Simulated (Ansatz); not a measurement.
## Electronic structure of Cl₃GaH₂O in real space

```yaml
atoms:
  - { symbol: O, position_ang: [-0.6358, 0.5299, 0.9079] }
  - { symbol: Ga, position_ang: [0.5289, -0.5391, -0.4395] }
  - { symbol: Cl, position_ang: [1.4398, -2.0621, 0.7372] }
  - { symbol: Cl, position_ang: [-1.1049, -1.0932, -1.7254] }
  - { symbol: Cl, position_ang: [1.7373, 1.1373, -1.0388] }
  - { symbol: H, position_ang: [-1.5551, 0.5062, 0.6106] }
  - { symbol: H, position_ang: [-0.3488, 1.4528, 0.9023] }
```

Geometry: PBE0-D4/def2-TZVP.

Computed with RKS PBE0-D4/def2-TZVPP (Ansatz).

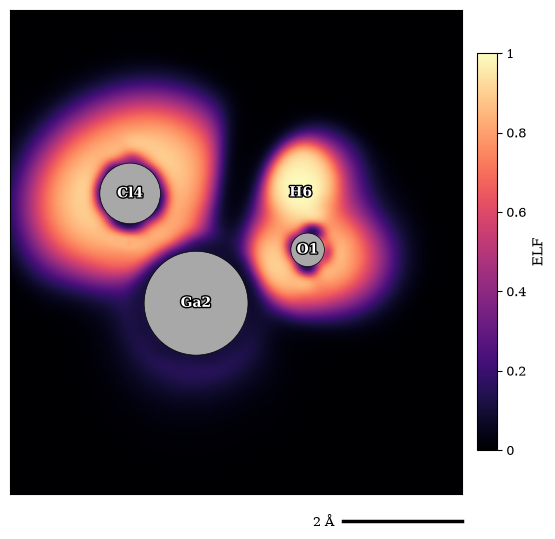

Figure 1. Electron localisation function on the plane of atoms O1, Ga2 and Cl4. Grey discs cover the atomic cores.

> Read the bonding off the picture.

The section cuts through O, Ga, Cl and H sites. Ga–O (2.08 Å): the ELF peaks at about 0.90 in the valence shell of O, 0.6 Å from its nucleus, and is about 0.20 at the midpoint. Ga–Cl (2.15 Å): the ELF peaks at about 0.85 in the valence shell of Cl, 0.8 Å from its nucleus, and is about 0.60 at the midpoint. O–H (0.97 Å): the ELF climbs to about 1 towards the hydrogen, as it does in any bond to H: an ordinary covalent bond to hydrogen. The ELF also peaks beside Cl4, away from the bonds: lone-pair regions.

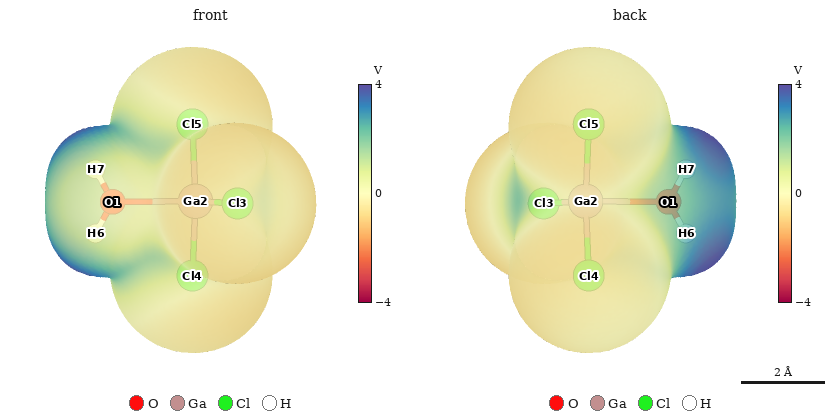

Figure 2. The molecular electrostatic potential painted on the density surface at 0.002 e/bohr³, seen from the front and from behind; red is negative and blue positive.

> Describe the electrostatic potential map.

The most negative region (about −0.7 V, or −16 kcal/mol for a unit charge) lies over Cl3, the most positive (about +3.9 V, or +90 kcal/mol for a unit charge) over H6 and H7.

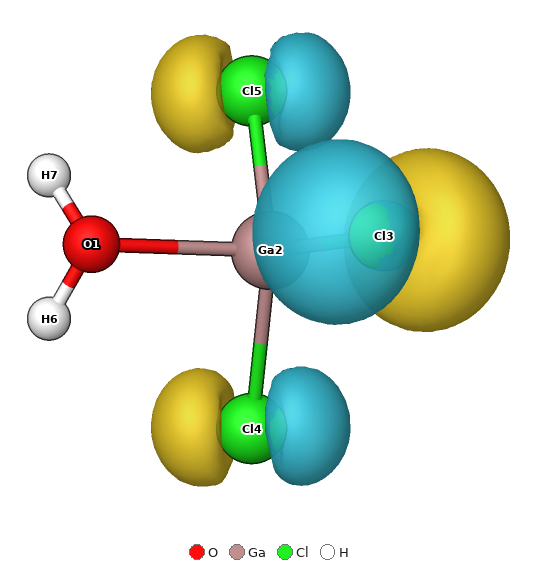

Figure 3. The HOMO−1 at ±0.15 Å⁻³ᐟ² (yellow and cyan are the two phases), seen across its widest extent.

> Describe this orbital and give its energy.

It lies mainly on Cl3 (about 65 %), Cl4 (about 15 %), Cl5 (about 15 %) and Ga2 (about 5 %). Its energy is −9.08 eV.

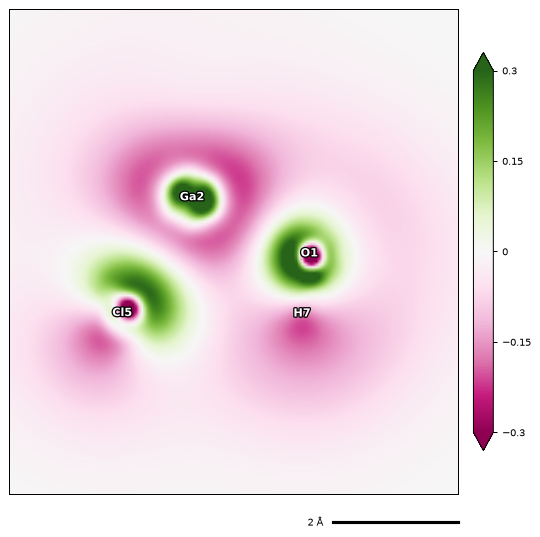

Figure 4. One frontier orbital on the plane of atoms Ga2, O1 and H7 (values in Å⁻³ᐟ²; the overall sign is arbitrary).

> Which orbital is it: HOMO or LUMO?

The LUMO, at −1.03 eV. By Hirshfeld shares it lies mainly on Ga2 (about 25 %), H6 (about 15 %), H7 (about 15 %), Cl4 (about 10 %), Cl5 (about 10 %) and Cl3 (about 10 %).
